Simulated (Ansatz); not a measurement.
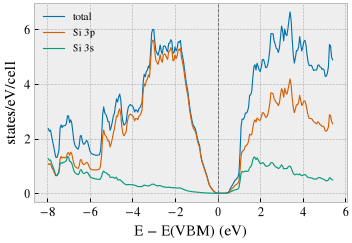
Fig. 1. Total and projected density of states of Si in space group C2/m (No. 12; Si on 4i, Si on 4i, Si on 4i, Si on 4i), the program Ansatz at the r²SCAN level (PAW)

### Question
Which orbitals carry the states next to the gap?

### Answer
Top 1 eV of the valence band: Si 3p 96 %. Bottom 1 eV of the conduction band: Si 3p 58 %, Si 3s 28 %, outside the projected shells 13 %. Projections are on Löwdin-orthogonalised atomic valence shells; empty p or d shells of many metals are not among them.

### Question
Where is the tallest occupied peak in this window, and what makes it?

### Answer
Near -3.0 eV, about 6.0 states/eV per cell; the largest projected share is Si 3p.

The first step of the workflow began from a Materials Project structure, measured or hypothetical; the Crystallography Open Database copy checked does not list it. It is not the phase usual at ambient conditions (space group No. 227). Symmetry was held in the r²SCAN relaxation; of distortions, only those at the zone centre were tested.

Potentials: the later of the program's two PAW sets.
